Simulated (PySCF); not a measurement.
# NMR shielding calculation of C$_{8}$H$_{9}$P$_{2}$ (charge −1)

System: C$_{8}$H$_{9}$P$_{2}$, charge −1, SMILES C=Cc1pc(C=C)c(C)[p-]1.
Method: GIAO PBE0/pcSseg-1 NMR shielding, non-relativistic, gas phase (PySCF 2.14.0).

The geometry comes from this level: PBE0-D3(BJ)/def2-SVP. Figures and captions count atoms from 1; the log counts them from 0 in places.

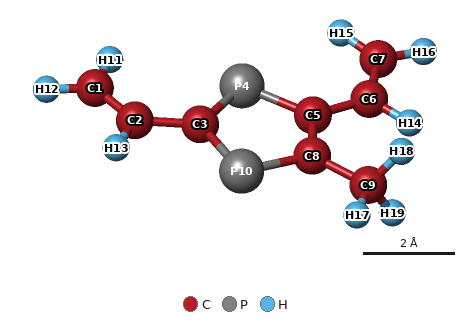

**Figure 1.** The structure as given in the input (ball-and-stick view, seen at an oblique angle; atoms are numbered from 1 in the order of the input). Bond lengths as drawn: C–C 1.35 to 1.51 Å, C–H 1.09 to 1.11 Å and C–P 1.75 to 1.77 Å.

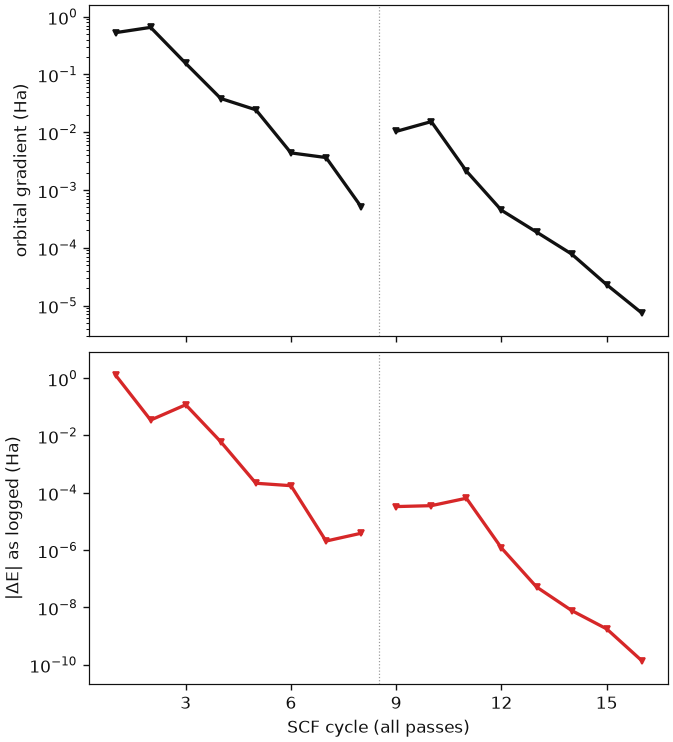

**Figure 2.** Convergence of the self-consistent field: orbital gradient and size of the energy change against the SCF cycle. The dotted line marks the change from a coarse to the final integration grid. The first 8 cycles use a coarse grid, the final grid takes over at cycle 9, and the field converges after 16 cycles in all.

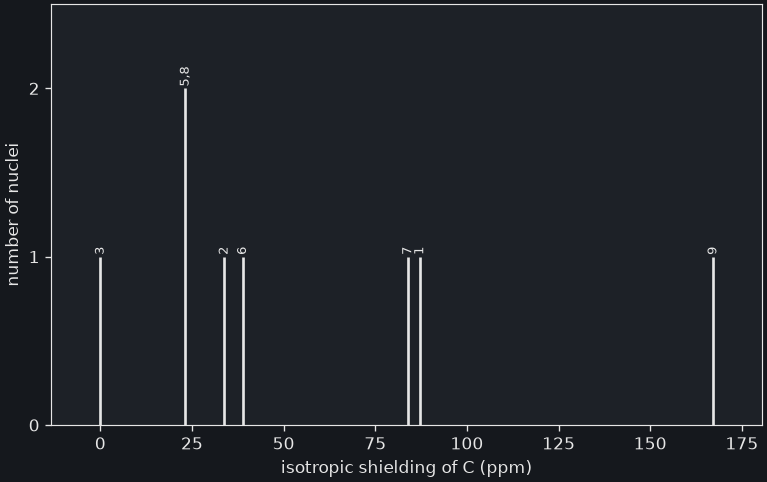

**Figure 3.** Isotropic shieldings of the carbon nuclei in this fixed geometry, labelled by atom number; shielding grows to the right, so chemical shift grows to the left. The least shielded is C3 (0.0 ppm), the most shielded C9 (167.1 ppm).

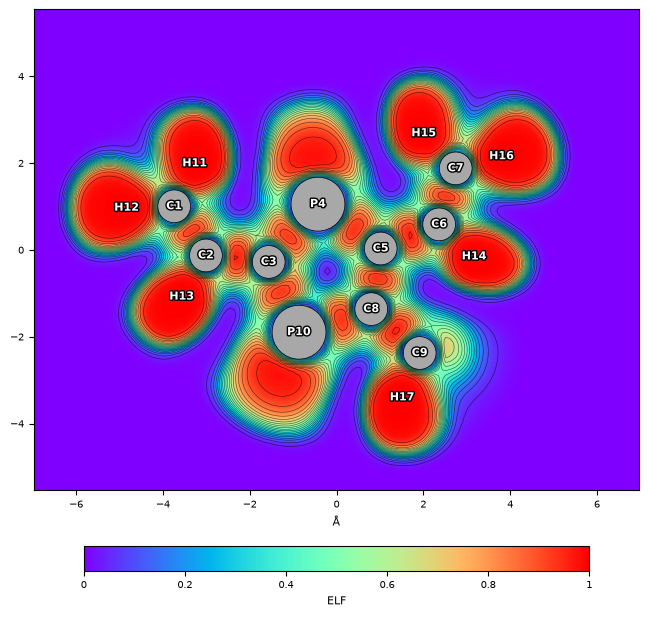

**Figure 4.** ELF on the plane of atoms H11, C1 and H12. Grey discs, where drawn, cover atomic cores. Atoms in the plane: C, P and H. C–C (1.35 Å): the ELF peaks at about 0.95 between the atoms (a multiple bond by its length, whose ELF region spreads away from the axis). C–P (1.75 Å): the ELF peaks at about 0.95 between the atoms (a shared electron pair). C–H (1.09 Å): the ELF climbs to about 1 towards the hydrogen, as it does in any bond to H; a covalent bond by its length. C–C (1.41 Å): the ELF peaks at about 0.95 between the atoms, as expected for localised, shared-pair bonding.

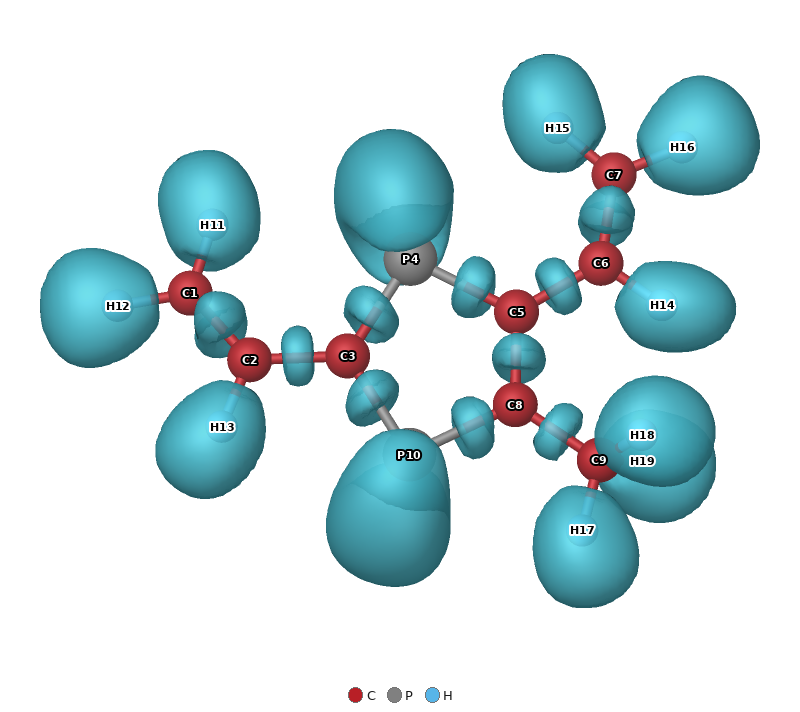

**Figure 5.** Isosurface of the electron localisation function at 0.8 (cyan), seen at an oblique angle. Core shells and regions of very low density are left out. Profiles from the grid: C–C (1.35 Å): the ELF peaks at about 0.95 between the atoms; a double or triple bond.

The input and output of the run follow.

Input file:
```
{"job": {"kind": "nmr", "xc": "PBE0", "basis": "pcSseg-1"}, "charge": -1, "multiplicity": 1}
C      3.306095    -0.969675     0.791506
C      2.484782    -1.109046    -0.268962
C      1.036323    -0.990382    -0.320765
P      0.022009    -0.620019     1.055498
C     -1.499003    -0.678164     0.152166
C     -2.789393    -0.435594     0.784322
C     -3.052243    -0.071204     2.054929
C     -1.400962    -0.976269    -1.225538
C     -2.594827    -1.065456    -2.139386
P      0.205910    -1.240204    -1.855678
H      2.917130    -0.734856     1.787678
H      4.388320    -1.088439     0.685800
H      2.957734    -1.345806    -1.234715
H     -3.659488    -0.570344     0.126943
H     -2.248096     0.091342     2.779466
H     -4.080917     0.070130     2.399260
H     -2.281729    -1.314465    -3.165735
H     -3.158625    -0.116224    -2.191600
H     -3.312800    -1.843380    -1.820770
```

The first line tells a small driver script what to run in PySCF; the rest is the geometry in Å.

Launch command:
```bash
OMP_NUM_THREADS=1 python <driver script> task.json out
```

The program's output:
```
coarse grid: 17520 points
cycle   1  E = -992.1281016355  dE =  1.288e+00  |g| = 5.273e-01  |ddm| = 4.537e+00
cycle   2  E = -992.0935600515  dE =  3.454e-02  |g| = 6.509e-01  |ddm| = 1.876e+00
cycle   3  E = -992.2119662859  dE = -1.184e-01  |g| = 1.551e-01  |ddm| = 1.159e+00
cycle   4  E = -992.2179898085  dE = -6.024e-03  |g| = 3.825e-02  |ddm| = 2.072e-01
cycle   5  E = -992.2182044886  dE = -2.147e-04  |g| = 2.438e-02  |ddm| = 6.671e-02
cycle   6  E = -992.2183810130  dE = -1.765e-04  |g| = 4.379e-03  |ddm| = 3.351e-02
cycle   7  E = -992.2183830675  dE = -2.054e-06  |g| = 3.639e-03  |ddm| = 1.046e-02
cycle   8  E = -992.2183869255  dE = -3.858e-06  |g| = 5.121e-04  |ddm| = 4.530e-03
final grid: 161864 points
cycle   9  E = -992.2808031827  dE = -3.289e-05  |g| = 1.032e-02  |ddm| = 4.674e-02
cycle  10  E = -992.2807677687  dE =  3.541e-05  |g| = 1.525e-02  |ddm| = 2.863e-02
cycle  11  E = -992.2808321934  dE = -6.442e-05  |g| = 2.124e-03  |ddm| = 1.963e-02
cycle  12  E = -992.2808333697  dE = -1.176e-06  |g| = 4.454e-04  |ddm| = 2.885e-03
cycle  13  E = -992.2808334208  dE = -5.114e-08  |g| = 1.870e-04  |ddm| = 7.424e-04
cycle  14  E = -992.2808334286  dE = -7.708e-09  |g| = 7.786e-05  |ddm| = 2.638e-04
cycle  15  E = -992.2808334303  dE = -1.756e-09  |g| = 2.292e-05  |ddm| = 1.261e-04
cycle  16  E = -992.2808334304  dE = -1.360e-10  |g| = 7.419e-06  |ddm| = 3.215e-05
converged SCF energy = -992.2808334304

GIAO shielding tensors (ppm)
atom      isotropic    diamagn.    paramagn.     s11        s22        s33       span
  0 C       87.140     255.732    -168.592     -8.691    114.881    155.231    163.922
  1 C       33.774     249.746    -215.973    -85.864     39.967    147.218    233.082
  2 C        0.010     268.622    -268.612   -144.358     -5.691    150.079    294.437
  3 P      128.979     973.342    -844.362   -125.817    127.083    385.672    511.490
  4 C       23.063     262.319    -239.256    -71.744      9.207    131.726    203.470
  5 C       38.801     252.158    -213.357    -79.936     44.757    151.583    231.519
  6 C       83.858     255.765    -171.908    -12.025    108.818    154.779    166.804
  7 C       23.302     265.054    -241.753    -97.863     28.486    139.282    237.145
  8 C      167.132     245.044     -77.913    153.353    166.956    181.086     27.734
  9 P       94.279     972.474    -878.195    -54.133     85.611    251.358    305.491
 10 H       25.564      33.644      -8.080     22.199     24.991     29.503      7.304
 11 H       27.238      28.177      -0.939     25.189     25.429     31.096      5.907
 12 H       24.447      30.431      -5.984     21.711     22.614     29.017      7.306
 13 H       24.375      31.718      -7.343     21.353     21.473     30.298      8.945
 14 H       25.534      34.125      -8.591     21.714     25.259     29.629      7.915
 15 H       27.052      27.912      -0.861     25.061     25.186     30.908      5.847
 16 H       28.741      29.100      -0.359     23.312     29.432     33.479     10.167
 17 H       29.022      30.054      -1.031     24.596     27.383     35.088     10.493
 18 H       28.979      28.290       0.689     24.542     27.422     34.974     10.432
```

Results in brief:

- outcome: converged
- total energy: −992.280833 hartree
- HOMO: −1.19 eV
- LUMO: 2.69 eV
- isotropic shielding, C: 0.0 to 167.1 ppm
- isotropic shielding, P: 94.3 to 129.0 ppm
- isotropic shielding, H: 24.4 to 29.0 ppm
- hardware: 1 CPU thread, shared host
- wall time: 1.8 min
- peak memory: 1.1 GiB
